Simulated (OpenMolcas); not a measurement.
# CH5BClN (SMILES CNBCl) at 6 levels

Wanted: a comparison of 6 runs (HF/3-21G, B3LYP/6-31G*, BHLYP/def2-SVP, M06-L/def2-SVP, PBE/def2-SVP, TPSS/def2-SVP) of CH5BClN. 

The results are computed with OpenMolcas 26.06.

1 further run of the same task is left out (set aside as unsound or not needed).

### Step 1. Starting point

The species is CH5BClN (9 atoms), meant as a singlet with charge 0. As SMILES, `CNBCl`. One bond was lengthened or shortened from a relaxed shape.

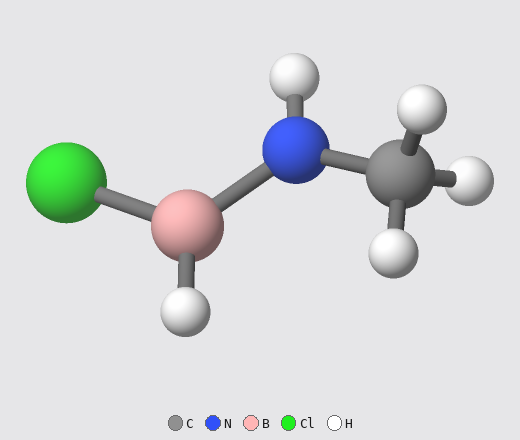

Viewed from a chosen angle; carbon grey, nitrogen blue, boron pink, chlorine green, hydrogen white.

### Step 2. The energy at HF/3-21G (run 1)

Contents of run.inp:

```
&GATEWAY
 BasLib=$CurrDir
 Coord
 9
 bohr
 C      0.92234698     0.96465416    -2.22484638
 N     -0.81242161    -0.37346090    -0.59646937
 B     -0.49340749    -0.78461429     2.35875615
 Cl    -2.82570747    -2.48404499     4.05308459
 H      1.67237927    -0.26839213    -3.70469090
 H      0.01112104     2.58377151    -3.13078108
 H      2.50329185     1.65969543    -1.10348289
 H     -2.34801306    -1.09061197    -1.46990079
 H      1.28803733     0.02683411     3.47369456
 Basis=3-21G
 Group=NoSym

&SEWARD

&SCF
 Thresholds=1e-10 1e-07 1e-07 1e-05
 PrOrbitals=1 1
```

The basis set 3-21G is read from a file made from the Basis Set Exchange's data (not shown).

Launch:

```bash
export MOLCAS_MEM=1860
pymolcas run.inp > run.log
```

Standard output:

```text
--- Start Module: gateway ---
[...]
--- Stop Module: gateway /rc=_RC_ALL_IS_WELL_ ---
--- Start Module: seward ---
[...]
      Basis functions           50
--- Stop Module: seward /rc=_RC_ALL_IS_WELL_ ---
--- Start Module: scf ---
[...]
       Convergence after  13 Iterations
[...]
::    Total SCF energy                               -576.6012478382
[...]
      Total spin, S                                     0.0000000000
[...]
      Total electronic charge=   40.000000
      Total            charge=   -0.000000
[...]
      Dipole Moment (debye):
      Origin of the operator (angstrom)=   -0.6967   -0.5924    0.8703
                   X=  1.2668E+00               Y=  1.2193E+00               Z= -2.3870E+00           Total=  2.9647E+00
      Quadrupole Moment (debye*angstrom):
[...]
--- Stop Module: scf /rc=_RC_ALL_IS_WELL_ ---
[...]
```

Run time: 1.4 s. Hardware: 1 thread of Intel Xeon 6975P-C (Granite Rapids), shared host; peak memory 0.38 GiB.

### Step 3. The energy at B3LYP/6-31G(d) (spherical functions) (run 2)

Contents of run.input:

```
* CH5BClN Kohn-Sham DFT
>>> EXPORT MOLCAS_PRINT=2

&GATEWAY
  BasLib = $CurrDir
  Coord
  9
  bohr
  C      0.92234698     0.96465416    -2.22484638
  N     -0.81242161    -0.37346090    -0.59646937
  B     -0.49340749    -0.78461429     2.35875615
  Cl    -2.82570747    -2.48404499     4.05308459
  H      1.67237927    -0.26839213    -3.70469090
  H      0.01112104     2.58377151    -3.13078108
  H      2.50329185     1.65969543    -1.10348289
  H     -2.34801306    -1.09061197    -1.46990079
  H      1.28803733     0.02683411     3.47369456
  Basis = 6-31Gs
  Group = NoSym

&SEWARD
  GridInput
  Grid=UltraFine
  End of Grid

&SCF
  KSDFT = B3LYP
  Thresholds = 1e-10 1e-07 1e-07 1e-05
  PrOrbitals = 0
```

The basis set 6-31G* is read from a file made from the Basis Set Exchange's data (not shown).

Launch:

```bash
export MOLCAS_MEM=1860
pymolcas run.input > run.log
```

Standard output:

```text
--- Start Module: gateway ---
[...]
--- Stop Module: gateway /rc=_RC_ALL_IS_WELL_ ---
--- Start Module: seward ---
[...]
      Basis functions           70
--- Stop Module: seward /rc=_RC_ALL_IS_WELL_ ---
[...]
--- Start Module: scf ---
[...]
       Convergence after  14 Iterations
[...]
::    Total KS-DFT energy                            -580.9708368433
[...]
      Total spin, S                                     0.0000000000
[...]
      Total electronic charge=   40.000000
      Total            charge=   -0.000000
[...]
      Dipole Moment (debye):
      Origin of the operator (angstrom)=   -0.6967   -0.5924    0.8703
                   X=  6.0444E-01               Y=  7.7500E-01               Z= -2.0957E+00           Total=  2.3147E+00
      Quadrupole Moment (debye*angstrom):
[...]
--- Stop Module: scf /rc=_RC_ALL_IS_WELL_ ---
[...]
```

Wall time 13 s (1 thread of Intel Xeon 6975P-C (Granite Rapids), shared host); peak memory 0.41 GiB.

### Step 4. The energy at BHLYP/def2-SVP (run 3)

Contents of coord.xyz:

```xyz
9

C      0.488085     0.510473    -1.177338
N     -0.429915    -0.197627    -0.315638
B     -0.261100    -0.415200     1.248200
Cl    -1.495300    -1.314500     2.144800
H      0.884985    -0.142027    -1.960438
H      0.005885     1.367273    -1.656738
H      1.324685     0.878273    -0.583938
H     -1.242515    -0.577127    -0.777838
H      0.681600     0.014200     1.838200
```

Contents of job.inp:

```
>>> EXPORT MOLCAS_PRINT=2
&gateway
baslib
$CurrDir
coord
coord.xyz
basis
def2-SVP
group
NoSym
&seward
gridinput
Grid=UltraFine
End of Grid
&scf
ksdft
HYB_GGA_XC_BHANDHLYP
thresholds
1e-10 1e-07 1e-07 1e-05
prorbitals
1 1
```

The basis set def2-SVP is read from a file made from the Basis Set Exchange's data (not shown).

Launch:

```bash
export MOLCAS_MEM=1860
pymolcas job.inp > job.log
```

Standard output:

```text
--- Start Module: gateway ---
[...]
--- Stop Module: gateway /rc=_RC_ALL_IS_WELL_ ---
--- Start Module: seward ---
[...]
      Basis functions           85
--- Stop Module: seward /rc=_RC_ALL_IS_WELL_ ---
[...]
--- Start Module: scf ---
[...]
       Convergence after  15 Iterations
[...]
::    Total KS-DFT energy                            -580.6682825632
[...]
      Total spin, S                                     0.0000000000
[...]
      Total electronic charge=   40.000000
      Total            charge=   -0.000000
[...]
      Dipole Moment (debye):
      Origin of the operator (angstrom)=   -0.6967   -0.5924    0.8703
                   X=  4.9701E-01               Y=  6.4624E-01               Z= -1.7677E+00           Total=  1.9466E+00
      Quadrupole Moment (debye*angstrom):
[...]
--- Stop Module: scf /rc=_RC_ALL_IS_WELL_ ---
[...]
```

It took 17 s on 1 thread of Intel Xeon 6975P-C (Granite Rapids), shared host; peak memory 0.47 GiB.

Runs 4 to 5 aren't shown in full; the table further down has their settings and results.

### Step 5. The energy at TPSS/def2-SVP (run 6)

Contents of job.input:

```
&GATEWAY
 BASLIB = $CurrDir
 COORD
 9
 bohr
 C      0.92234698     0.96465416    -2.22484638
 N     -0.81242161    -0.37346090    -0.59646937
 B     -0.49340749    -0.78461429     2.35875615
 Cl    -2.82570747    -2.48404499     4.05308459
 H      1.67237927    -0.26839213    -3.70469090
 H      0.01112104     2.58377151    -3.13078108
 H      2.50329185     1.65969543    -1.10348289
 H     -2.34801306    -1.09061197    -1.46990079
 H      1.28803733     0.02683411     3.47369456
 BASIS = def2-SVP
 GROUP = NoSym

&SEWARD
 GRIDINPUT
 Grid=UltraFine
 End of Grid

&SCF
 KSDFT = 2
 1.0 MGGA_X_TPSS
 1.0 MGGA_C_TPSS
 THRESHOLDS = 1e-10 1e-07 1e-07 1e-05
 PRORBITALS = 1 2
```

The basis set def2-SVP is read from a file made from the Basis Set Exchange's data (not shown).

Launch:

```bash
export MOLCAS_MEM=1860
pymolcas job.input > job.log
```

Standard output:

```text
--- Start Module: gateway ---
[...]
--- Stop Module: gateway /rc=_RC_ALL_IS_WELL_ ---
--- Start Module: seward ---
[...]
      Basis functions           85
--- Stop Module: seward /rc=_RC_ALL_IS_WELL_ ---
[...]
--- Start Module: scf ---
[...]
       Convergence after  15 Iterations
[...]
::    Total KS-DFT energy                            -580.7915587988
[...]
      Total spin, S                                     0.0000000000
[...]
      Total electronic charge=   40.000000
      Total            charge=   -0.000000
[...]
      Dipole Moment (debye):
      Origin of the operator (angstrom)=   -0.6967   -0.5924    0.8703
                   X=  4.0840E-01               Y=  6.5247E-01               Z= -2.0540E+00           Total=  2.1935E+00
      Quadrupole Moment (debye*angstrom):
[...]
--- Stop Module: scf /rc=_RC_ALL_IS_WELL_ ---
[...]
```

It took 25 s on 1 thread of Intel Xeon 6975P-C (Granite Rapids), shared host; peak memory 0.47 GiB.

### Step 6. All runs side by side

| run | level | integration grid | energy (Eh) | dipole moment (D) | HOMO energy (eV) | LUMO energy (eV) | wall time |
| --- | --- | --- | --- | --- | --- | --- | --- |
| 1 | HF/3-21G | – | -576.601248 | 2.96 | -10.34 | 3.46 | 1.4 s |
| 2 | B3LYP/6-31G* (spherical functions) | UltraFine | -580.970837 | 2.31 | -6.75 | -0.31 | 13 s |
| 3 | BHLYP/def2-SVP | UltraFine | -580.668283 | 1.95 | -8.27 | 0.87 | 17 s |
| 4 | M06-L/def2-SVP | UltraFine | -580.731561 | 2.16 | -6.07 | -0.89 | 26 s |
| 5 | PBE/def2-SVP | UltraFine | -580.384575 | 2.15 | -5.77 | -1.13 | 18 s |
| 6 | TPSS/def2-SVP | UltraFine | -580.791559 | 2.19 | -5.86 | -0.98 | 25 s |

### Step 7. What came out

```
            quantity          value
 run 6: total energy  -580.79156 Eh
run 6: dipole moment         2.19 D
  run 6: HOMO energy       -5.86 eV
  run 6: LUMO energy       -0.98 eV
run 6: HOMO–LUMO gap        4.88 eV
```

**Reading.** The dipole moment (its size) runs from 1.95 D (BHLYP/def2-SVP) to 2.96 D (HF/3-21G). The two ends differ in method and basis. The HOMO–LUMO gap runs from 4.64 eV (PBE/def2-SVP) to 13.80 eV (HF/3-21G). Totals of different functionals can't be ranked against each other. All runs together took 100 s, the longest 26 s.
